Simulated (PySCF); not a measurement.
Input

```
{"job": {"kind": "inter", "xc": "wB97M-D3(BJ)", "basis": "def2-SVPD", "pairs": false}, "charge": 0, "multiplicity": 1, "parts": [{"atoms": "0-3", "charge": 0, "multiplicity": 1}, {"atoms": "4-7", "charge": 0, "multiplicity": 1}]}
F      1.040090    -0.424175     0.410745
P     -0.445873     0.188714     0.545194
F     -0.188488     1.442315    -0.449907
F     -1.129803    -0.785471    -0.534273
O     -2.899651     1.499560     0.224716
O     -2.536632     2.841245     0.544697
H     -3.624264     1.359424     0.846300
H     -1.846009     2.987984    -0.115317
```

Run with:

```sh
OMP_NUM_THREADS=1 python cluster_run.py task.json out
```

Geometry: PBE0-D3(BJ)/def2-SVPD.

Theory: PySCF 2.14.0, wB97M-D3(BJ)/def2-SVPD, SCF density, gas phase.

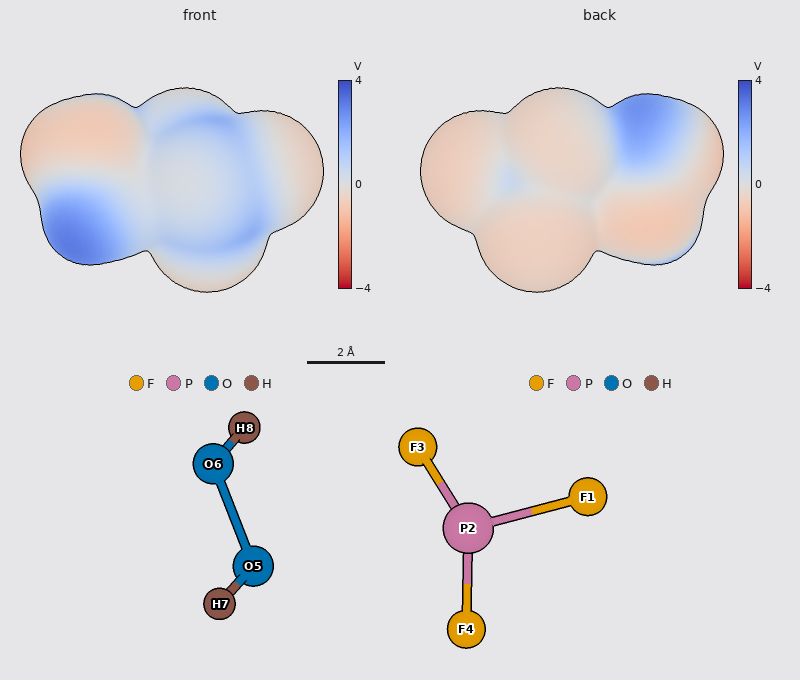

PF$_{3}$···H$_{2}$O$_{2}$ (SMILES FP(F)F.OO). The molecular electrostatic potential painted on the density surface at 0.002 e/bohr³, seen from the front and from behind; the colour scale runs from red (negative) to blue (positive). The bare structure is drawn below in the same view.

### Describe the electrostatic potential map.

The most negative region (about −0.8 V, or −18 kcal/mol for a unit charge) lies over O5 and O6, the most positive (about +3.0 V, or +69 kcal/mol for a unit charge) over H7.

### How polar is the complex by this calculation?

Its dipole moment is 1.93 D.
